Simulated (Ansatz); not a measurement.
Take AlN in the wurtzite structure (space group P6_3mc, No. 186; a = 3.130 Å, c = 5.018 Å) as the base. Axes: x lies along a and z along c of the hexagonal cell.

Modification: the cell is compressed by 0.60 % along z with no lateral relaxation, atoms relaxed at fixed cell.

The values are results of PBE in Ansatz (plane waves to 420 eV, PAW, no spin-orbit coupling), not measurements.

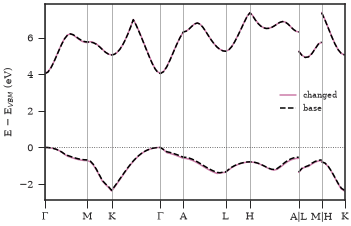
*Highest valence and lowest conduction band along the path, each from its own valence-band maximum*

**Question.** From the figure, how large is the changed gap, and is it direct?

**Answer.** About 4.1 eV, direct at Γ.

The cells carry an imposed strain or load. No phonon test of stability was made.

Ansatz is an electronic-structure program.
